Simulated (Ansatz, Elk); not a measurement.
# How far do independent atoms describe LuPOs?

The structure of LuPOs used here is made up (a known structure type with other elements) and was relaxed beforehand with PBEsol. The aim is the Fourier transform of its all-electron density, F(hkl), set beside the sum over free spherical atoms that refinements use.

Method: DFT, PBE, all-electron APW+lo, Dirac cores, scalar-relativistic bands, static density, no spin, in Elk 11.2.3 (patched build).

The structure was built from a prototype and need not be the compound's stable phase.

### Step 1. The starting structure

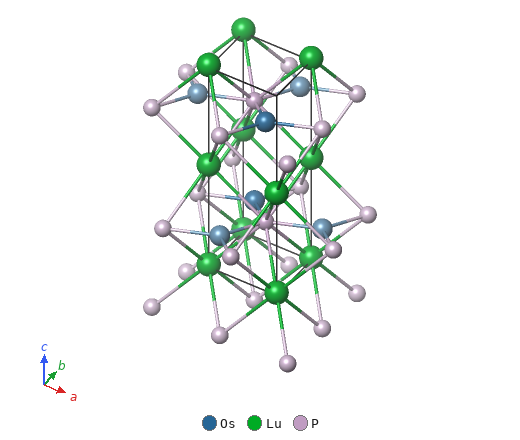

Start, viewed from a free direction; osmium blue, lutetium green, phosphorus pink. Some periodic images of atoms are drawn too.

As a file:

```cif
data_structure
_symmetry_space_group_name_H-M 'P 1'
_symmetry_Int_Tables_number 1
_cell_length_a 3.9247
_cell_length_b 3.9247
_cell_length_c 8.0340
_cell_angle_alpha 90.000
_cell_angle_beta 90.000
_cell_angle_gamma 120.000
_cell_volume 107.17
loop_
_atom_site_label
_atom_site_type_symbol
_atom_site_fract_x
_atom_site_fract_y
_atom_site_fract_z
_atom_site_occupancy
Os1 Os 0.33333 0.66667 0.26407 1
Os2 Os 0.66667 0.33333 0.76407 1
Lu3 Lu 0.00000 0.00000 0.01407 1
Lu4 Lu 0.00000 0.00000 0.51407 1
P5 P 0.66667 0.33333 0.26407 1
P6 P 0.33333 0.66667 0.76407 1
```

### Step 2. Ground state and structure factors

An all-electron density is needed, since X-rays see the cores too. Task 0 finds the density and task 195 Fourier-transforms it; tshift is off so that phases refer to the origin typed.

elk.in reads:

```
tasks
  0
  195

xctype
  20

spinpol
  .false.

rgkmax
  7.0

gmaxvr
  14.0

lmaxo
  7

lmaxapw
  8

swidth
  0.002

tshift
  .false.

ramdisk
  .false.

hmaxvr
  5.5

maxscl
  120

epspot
  1e-06

sppath
  './'

avec
  7.41666455926 -0.00000000000 0.00000000000
  -3.70833227963 6.42301991967 -0.00000000000
  0.00000000000 -0.00000000000 15.18202043115

atoms
  3
  'Os.in'
  2
  0.3333333333 0.6666666667 0.2640666576   0.000000 0.000000 0.000000
  0.6666666667 0.3333333333 0.7640666576   0.000000 0.000000 0.000000
  'Lu.in'
  2
  0.0000000000 0.0000000000 1.0140683256   0.000000 0.000000 0.000000
  0.0000000000 -0.0000000000 0.5140683256   0.000000 0.000000 0.000000
  'P.in'
  2
  0.6666666667 0.3333333333 0.2640650168   0.000000 0.000000 0.000000
  0.3333333333 0.6666666667 0.7640650168   0.000000 0.000000 0.000000

ngridk
  7 7 3
```

Started as:

```sh
> OMP_NUM_THREADS=4 elk
```

Numbers of over 12 decimals in the logs are rounded to 6 here.

What it wrote:

```text
┌─────────────────────────┐
│ Elk code version 11.2.3 │
└─────────────────────────┘

All units are atomic (Hartree, Bohr, etc.)

┌─────────────────────────────────────────────────┐
│ Ground-state run starting from atomic densities │
└─────────────────────────────────────────────────┘

Lattice vectors :
   7.416664559      -0.000000000       0.000000000
  -3.708332280       6.423019920      -0.000000000
   0.000000000      -0.000000000       15.18202043

Reciprocal lattice vectors :
  0.8471712934      0.4891145743       0.000000000
   0.000000000      0.9782291486       0.000000000
   0.000000000       0.000000000      0.4138569919

Unit cell volume      :    723.2317402
Brillouin zone volume :   0.3429747336

Muffin-tin inner radius fraction :   0.1000000000E-01

Nuclei treated as point charges

Species : 1 (Os)
 parameters loaded from : Os.in
 name : osmium
 nuclear charge    :   -76.00000000
 electronic charge :    76.00000000
 atomic mass :    346768.0767
 muffin-tin radius :    2.369927436
 number of radial points in muffin-tin :   1393
 inner part over the whole radius :   0.9990043564E-02
 number on inner part of muffin-tin    :    996
 approximate nuclear radius :   0.1019601503E-03
 number of mesh points to nuclear radius :    526
 atomic positions (lattice), magnetic fields (Cartesian) :
  1 :   0.33333333  0.66666667  0.26406666    0.00000000  0.00000000  0.00000000
  2 :   0.66666667  0.33333333  0.76406666    0.00000000  0.00000000  0.00000000

Species : 2 (Lu)
 parameters loaded from : Lu.in
 name : lutetium
 nuclear charge    :   -71.00000000
 electronic charge :    71.00000000
 atomic mass :    318945.3298
 muffin-tin radius :    2.800000000
 number of radial points in muffin-tin :   1393
 inner part over the whole radius :   0.9962478555E-02
 number on inner part of muffin-tin    :    999
 approximate nuclear radius :   0.9954169502E-04
 number of mesh points to nuclear radius :    517
 atomic positions (lattice), magnetic fields (Cartesian) :
  1 :   0.00000000  0.00000000  0.01406833    0.00000000  0.00000000  0.00000000
  2 :   0.00000000  0.00000000  0.51406833    0.00000000  0.00000000  0.00000000

Species : 3 (P)
 parameters loaded from : P.in
 name : phosphorus
 nuclear charge    :   -15.00000000
 electronic charge :    15.00000000
 atomic mass :    56461.71230
 muffin-tin radius :    1.862085843
 number of radial points in muffin-tin :    793
 inner part over the whole radius :   0.9918993235E-02
 number on inner part of muffin-tin    :    551
 approximate nuclear radius :   0.6081821256E-04
 number of mesh points to nuclear radius :    251
 atomic positions (lattice), magnetic fields (Cartesian) :
  1 :   0.66666667  0.33333333  0.26406502    0.00000000  0.00000000  0.00000000
  2 :   0.33333333  0.66666667  0.76406502    0.00000000  0.00000000  0.00000000

Total number of atoms per unit cell :    6
Total muffin-tin volume :    349.5072857
 ratio of muffin-tin to unit cell volume :   0.4832576701

Spin treatment :
 spin-unpolarised

Number of Bravais lattice symmetries :   24
Number of crystal symmetries         :   12
Crystal has no inversion symmetry
Complex Hermitian eigensolver will be used

k-point grid :      7     7     3
k-point offset :    0.000000000       0.000000000       0.000000000
k-point set is reduced with full crystal symmetry group
Total number of k-points :       24

Muffin-tin radius times maximum |G+k| :    7.000000000
 using average radius
Maximum |G+k| for APW functions       :    2.986342483
Maximum (1/2)|G+k|²                   :    4.459120714
Maximum |G| for potential and density :    14.00000000
Constant for pseudocharge density :   10
 order of it for each species :   17  17  17
 order of it for pair densities of each species (exact exchange by exxq0 0: 18) :   10  14   5
Radial integration step length :    1

G-vector grid sizes :     35    35    70
Number of G-vectors :    33643

Maximum angular momentum used for
 APW functions            :    8
 outer part of muffin-tin :    7
[...]
exchange                    :     -1314.1787564530
 correlation                 :     -19.034218172093
 electron entropic           :    -0.11608134143202E-02
 total energy                :     -64412.947227941

Density of states at Fermi energy :    92.53237873
 (states/Hartree/unit cell)

Estimated indirect band gap :   0.1112615020E-02
 from k-point 14 to k-point 8
Estimated direct band gap   :   0.1214282331E-01
 at k-point 14

Charges :
 core                        :    204.0000000
 valence                     :    120.0000000
 interstitial                :    12.20906886
 muffin-tins (core leakage)
  species : 1 (Os)
[...]
species : 2 (Lu)
[...]
species : 3 (P)
[...]
total in muffin-tins        :    311.7909311
 total calculated charge     :    323.9940205
 total charge                :    324.0000000
 error                       :   0.5979548682E-02

RMS change in Kohn-Sham potential (target) :   0.3093726322     (  0.1000000000E-05)
Absolute change in total energy (target)   :   0.3526813482     (  0.1000000000E-03)

[... loops 3 to 15 left out ...]

┌──────────────────┐
│ Loop number : 16 │
└──────────────────┘

Energies :
 Fermi                       :     0.375542
 sum of occupied eigenvalues :     -39384.261861427
 electron kinetic            :      72434.054727743
 core electron kinetic       :      69933.982478126
 Coulomb                     :     -135510.95508495
 Coulomb potential           :     -110074.19460514
 nuclear-nuclear             :     -5837.2700019332
 electron-nuclear            :     -149388.11963134
 Hartree                     :      19714.434548324
 Madelung                    :     -80473.857782379
 xc potential                :     -1744.1219840301
 exchange                    :     -1314.6120157201
 correlation                 :     -19.046012208884
 electron entropic           :    -0.15594236131775E-02
 total energy                :     -64410.559944558

Density of states at Fermi energy :    119.0107888
 (states/Hartree/unit cell)

Estimated indirect band gap :   0.1037713705E-02
 from k-point 12 to k-point 7
Estimated direct band gap   :   0.7582475363E-02
 at k-point 7

Charges :
 core                        :    204.0000000
 valence                     :    120.0000000
 interstitial                :    12.31128246
 muffin-tins (core leakage)
  species : 1 (Os)
[...]
species : 2 (Lu)
[...]
species : 3 (P)
[...]
total in muffin-tins        :    311.6887175
 total calculated charge     :    323.9941804
 total charge                :    324.0000000
 error                       :   0.5819579413E-02

RMS change in Kohn-Sham potential (target) :   0.2813373305E-06 (  0.1000000000E-05)
Absolute change in total energy (target)   :   0.2969262277E-04 (  0.1000000000E-03)

Convergence targets achieved

┌──────────────────┐
│ Loop number : 17 │
└──────────────────┘

Energies :
 Fermi                       :     0.375542
 sum of occupied eigenvalues :     -39384.261857548
 electron kinetic            :      72434.054732115
 core electron kinetic       :      69933.982480331
 Coulomb                     :     -135510.95508538
 Coulomb potential           :     -110074.19460078
 nuclear-nuclear             :     -5837.2700019332
 electron-nuclear            :     -149388.11963679
 Hartree                     :      19714.434553344
 Madelung                    :     -80473.857784991
 xc potential                :     -1744.1219888871
 exchange                    :     -1314.6120157675
 correlation                 :     -19.046012191285
 electron entropic           :    -0.15594232154062E-02
 total energy                :     -64410.559940645

Density of states at Fermi energy :    119.0107527
 (states/Hartree/unit cell)

Estimated indirect band gap :   0.1037713757E-02
 from k-point 12 to k-point 7
Estimated direct band gap   :   0.7582473073E-02
 at k-point 7

Charges :
 core                        :    204.0000000
 valence                     :    120.0000000
 interstitial                :    12.31128200
 muffin-tins (core leakage)
  species : 1 (Os)
[...]
species : 2 (Lu)
[...]
atom 2                    :    69.33066663     (  0.3219308482E-06)
  species : 3 (P)
   atom 1                    :    12.42421704     (  0.2258995940E-02)
   atom 2                    :    12.42421704     (  0.2258995940E-02)
 total in muffin-tins        :    311.6887180
 total calculated charge     :    323.9941804
 total charge                :    324.0000000
 error                       :   0.5819579210E-02

┌──────────────────────────────┐
│ Self-consistent loop stopped │
└──────────────────────────────┘

Warning : core states of species 3 leak from the muffin-tin :   0.2258995940E-02

Wrote STATE.OUT
```

The job ended after 77 s (4 threads of Arm Neoverse V1, shared host; peak memory 0.41 GiB; 4.1 min of CPU time).

SFACRHO.OUT:

```text

h k l indices transformed by vhmat matrix:
   1.000000000       0.000000000       0.000000000    
   0.000000000       1.000000000       0.000000000    
   0.000000000       0.000000000       1.000000000    

      h      k      l  multipl.   |H|            Re(F)            Im(F)           |F|

      0      0      0      1   0.0000000       324.00000      0.60909762E-16   324.00000    
      0      0     -1      1  0.41385699      0.11134638E-13  0.23837534E-13  0.26309850E-13
      0      0      1      1  0.41385699      0.11134638E-13 -0.23837534E-13  0.26309850E-13
      0      0      2      1  0.82771398      -34.621308      -6.1811235       35.168754    
      0      0     -2      1  0.82771398      -34.621308       6.1811235       35.168754    
     -1      0      0      3  0.97822915       46.887389      0.12546071E-14   46.887389    
      0     -1      0      3  0.97822915       46.887389      0.48929676E-13   46.887389    
      1     -1     -1      3   1.0621722      -96.658019       8.5654376       97.036794    
      0     -1     -1      3   1.0621722       96.658019      -8.5654376       97.036794    
      1      0      1      3   1.0621722      -96.658019      -8.5654376       97.036794    
      1     -1      1      3   1.0621722       96.658019       8.5654376       97.036794    
      0      0     -3      1   1.2415710      0.83431371E-13 -0.18819106E-13  0.85527495E-13
      0      0      3      1   1.2415710      0.83431371E-13  0.18819106E-13  0.85527495E-13
     -1      1      2      3   1.2814221       193.20160       34.514069       196.26024    
      1     -1      2      3   1.2814221       193.20160       34.514069       196.26024    
     -1      1     -2      3   1.2814221       193.20160      -34.514069       196.26024    
      0      1     -2      3   1.2814221       193.20160      -34.514069       196.26024    
      1      0     -3      3   1.5806425      -86.280883       23.429719       89.405495
```

Elk indexes on the primitive cell of elk.in and gives |H| = 4π sin θ/λ in inverse bohr. Below, one row stands for each form hkl of the conventional cell (m members, Friedel mates merged), F is for one primitive cell and the density is static (no thermal factor). Free-atom factors are Waasmaier and Kirfel's, and R is Σm||F|−|F'||/Σm|F|. Elk warned that it couldn't find a linearisation energy, which lowers the accuracy of some states in this run and its variants.

```tsv
hkl	m	sin θ/λ (Å⁻¹)	abs F, DFT	neutral atoms	diff.	abs of complex diff.
001	2	0.062	0.000	0.000	+0.000	0.000
002	2	0.124	35.169	34.581	+0.588	0.588
100	6	0.147	46.887	47.256	-0.368	0.368
101	12	0.160	97.037	96.960	+0.077	0.077
003	2	0.187	0.000	0.000	+0.000	0.000
102	12	0.193	196.261	196.468	-0.207	0.207
103	12	0.238	89.406	89.868	-0.462	0.462
004	2	0.249	252.480	253.535	-1.055	1.055
110	6	0.255	250.775	251.702	-0.927	0.927
111	12	0.262	0.000	0.000	+0.000	0.000
112	12	0.284	24.835	25.158	-0.324	0.324
104	12	0.289	41.446	41.547	-0.101	0.101
200	6	0.294	41.526	41.276	+0.250	0.250
201	12	0.301	83.722	83.855	-0.133	0.133
```

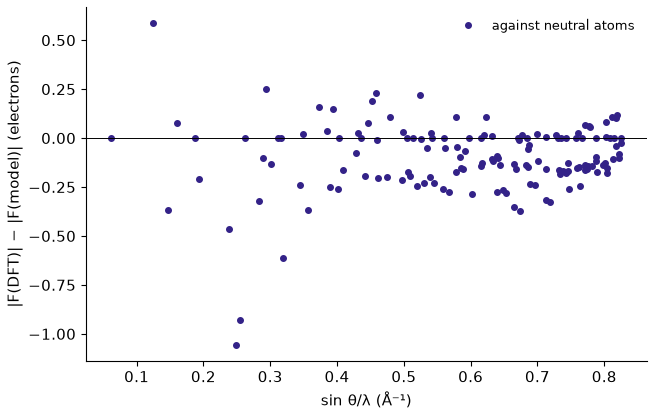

Difference between the calculated structure factors and the independent-atom ones.

### Step 3. The highest occupied states alone

An energy window below the Fermi level keeps the highest occupied states, to see at which angles they scatter; shallow core shells can lie inside it and anion s states outside. No new self-consistency is needed.

Edit elk.in of step 2 so:

```diff
@@ -1,3 +1,2 @@
 tasks
-  0
   195
@@ -40,2 +39,5 @@
 
+wsfac
+  -0.175700 0.675540
+
 sppath
```

Started as:

```sh
> OMP_NUM_THREADS=4 elk
```

What it wrote:

```text
┌─────────────────────────────────┐
│ Elk code version 11.2.3 started │
└─────────────────────────────────┘

Info(readinput): the functional depends on the density's gradient
 muffin-tin radial points multiplied by    2.00000
 (not where nrmtscf is given)

┌────────────────────┐
│ Current task : 195 │
└────────────────────┘
Info(checkmt): changed muffin-tin radius of species 1 (Os) from   2.8000 to   2.3699
Info(checkmt): changed muffin-tin radius of species 3 (P) from   2.2000 to   1.8621

Warning(linengy): could not find 1 linearisation energies in s.c. loop 1

Info(sfacrho): density structure factors written to SFACRHO.OUT

 Energy window :  -0.1757000000      0.6755400000

┌──────────────────┐
│ Elk code stopped │
└──────────────────┘
```

Run time: 19 s. Hardware: 4 threads; peak memory 0.19 GiB.

States within 15 eV below the Fermi level hold 60.00 electrons; any levels below the window count with the cores. Their amplitudes can exceed the total, where window and core parts have opposite phase:

```tsv
hkl	sin θ/λ (Å⁻¹)	abs F, window	abs F, all
001	0.062	0.000	0.000
002	0.124	12.331	35.169
100	0.147	19.791	46.887
101	0.160	2.586	97.037
003	0.187	0.000	0.000
102	0.193	26.922	196.261
103	0.238	0.986	89.406
004	0.249	23.317	252.480
110	0.255	22.965	250.775
111	0.262	0.000	0.000
```

### Step 4. Another functional

The difference from free atoms is small, so it is set against the change that PBEsol makes.

Edit elk.in of step 3 so:

```diff
@@ -1,2 +1,3 @@
 tasks
+  0
   195
@@ -4,3 +5,3 @@
 xctype
-  20
+  22
 
@@ -39,5 +40,2 @@
 
-wsfac
-  -0.175700 0.675540
-
 sppath
```

Started as:

```sh
> OMP_NUM_THREADS=4 elk
```

What it wrote:

```text
┌─────────────────────────┐
│ Elk code version 11.2.3 │
└─────────────────────────┘

All units are atomic (Hartree, Bohr, etc.)

┌─────────────────────────────────────────────────┐
│ Ground-state run starting from atomic densities │
└─────────────────────────────────────────────────┘

Lattice vectors :
   7.416664559      -0.000000000       0.000000000
  -3.708332280       6.423019920      -0.000000000
   0.000000000      -0.000000000       15.18202043

Reciprocal lattice vectors :
  0.8471712934      0.4891145743       0.000000000
[...]
species : 1 (Os)
[...]
species : 2 (Lu)
[...]
species : 3 (P)
   atom 1                    :    12.41548938     (  0.2280653732E-02)
   atom 2                    :    12.41548938     (  0.2280653732E-02)
 total in muffin-tins        :    311.6940343
 total calculated charge     :    323.9941458
 total charge                :    324.0000000
 error                       :   0.5854248624E-02

┌──────────────────────────────┐
│ Self-consistent loop stopped │
└──────────────────────────────┘

Warning : core states of species 3 leak from the muffin-tin :   0.2280653732E-02

Wrote STATE.OUT
[key lines of the parts left out:]
total energy                :     -64390.636654674
```

Run time: 77 s. Hardware: 4 threads; peak memory 0.41 GiB.

Against the first run R = 0.01 %; the largest change is -0.031 at 002.

### Step 5. A coarser k-mesh

About half the k-points along each axis test the sampling.

Edit elk.in of step 4 so:

```diff
@@ -5,3 +5,3 @@
 xctype
-  22
+  20
 
@@ -64,2 +64,2 @@
 ngridk
-  7 7 3
+  4 4 2
```

Started as:

```sh
> OMP_NUM_THREADS=4 elk
```

What it wrote:

```text
┌─────────────────────────┐
│ Elk code version 11.2.3 │
└─────────────────────────┘

All units are atomic (Hartree, Bohr, etc.)

┌─────────────────────────────────────────────────┐
│ Ground-state run starting from atomic densities │
└─────────────────────────────────────────────────┘

Lattice vectors :
   7.416664559      -0.000000000       0.000000000
  -3.708332280       6.423019920      -0.000000000
   0.000000000      -0.000000000       15.18202043

Reciprocal lattice vectors :
  0.8471712934      0.4891145743       0.000000000
[...]
species : 1 (Os)
[...]
species : 2 (Lu)
[...]
species : 3 (P)
   atom 1                    :    12.42531772     (  0.2259684335E-02)
   atom 2                    :    12.42531772     (  0.2259684335E-02)
 total in muffin-tins        :    311.6835366
 total calculated charge     :    323.9942005
 total charge                :    324.0000000
 error                       :   0.5799500759E-02

┌──────────────────────────────┐
│ Self-consistent loop stopped │
└──────────────────────────────┘

Warning : core states of species 3 leak from the muffin-tin :   0.2259684335E-02

Wrote STATE.OUT
[key lines of the parts left out:]
total energy                :     -64410.552783196
```

It took 43 s on 4 threads; peak memory 0.38 GiB; 1.8 min of CPU time.

Against the first run R = 0.00 %; the largest change is -0.042 at 004.

### Step 6. Settings against the effect

```tsv
run	R against the first run (%)	R against neutral atoms, low angle (%)	wall time
PBE, rgkmax 7	0.00	0.33	77 s
PBEsol	0.01	0.34	77 s
k-mesh 4×4×2	0.00	0.33	43 s
```

### Step 7. What came out

* R against neutral atoms, sin θ/λ < 0.3 Å⁻¹: 0.33 %
* R against neutral atoms, 0.3 to 0.83 Å⁻¹: 0.22 %

In words: Independent neutral atoms miss the calculated amplitudes by R = 0.33 % below 0.3 Å⁻¹ and 0.22 % from there to 0.83 Å⁻¹; by shells, 0.96 % below 0.15 Å⁻¹ (2 forms), 0.30 % 0.15 to 0.3 (8 forms), 0.18 % 0.3 to 0.45 (15 forms), 0.22 % above 0.45 (96 forms). Bonding, aspherical density and the tables' own atoms all enter these figures, and the runs don't part them. The largest change of an amplitude is -1.06 electrons, at 004. The window's part falls from 60.0 electrons at the origin to at most 12.70 between 0.45 and 0.83 Å⁻¹, where compact states inside the window still scatter. Below 0.3 Å⁻¹ the changes that finished (PBEsol and k-mesh 4×4×2) move F by R = 0.01 % at most, against the 0.33 % that separates it from free atoms. The basis has no finished test. These runs have no spin, though d or f shells may be open. Spin-orbit coupling is left out, which can matter for elements this heavy. Part of the difference isn't bonding: the tables are fits to free atoms and ions calculated by other methods than this functional. Thermal motion, anomalous dispersion and extinction are left out.

[Logs are printed without paths, hosts, clocks, repeated set-up lines and the standing remarks that a program may print on its own settings, such as how far it seeks lower states.]

[Hosts, paths, dates, database ids (printed as entryN), source tags and the programs' standing remarks are cut or masked in the printed files.]
